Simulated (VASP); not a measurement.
Band structure of CaF2 (fluorite). All values below come from optB88-vdW, VASP's PBE PAW potentials (set 64) (plane waves; VASP).

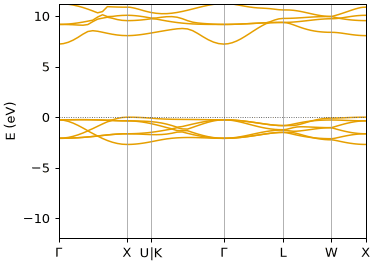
*Bands along high-symmetry lines, zero at the valence-band maximum or, without a gap, the Fermi level*

Problem. Read the plot: is there a gap, and where are the band edges?

Solution. The gap is indirect, 7.23 eV, from the valence maximum at X to the conduction minimum at Γ. (Edges off the drawn lines would not show.)

Measured: gap 11.80 eV (computed value off by -4.57 eV), as given by E. Cadelano et al., The European Physical Journal B (2011), arXiv:1107.5962.

The compound is CaF2 in the fluorite structure. It was relaxed first.
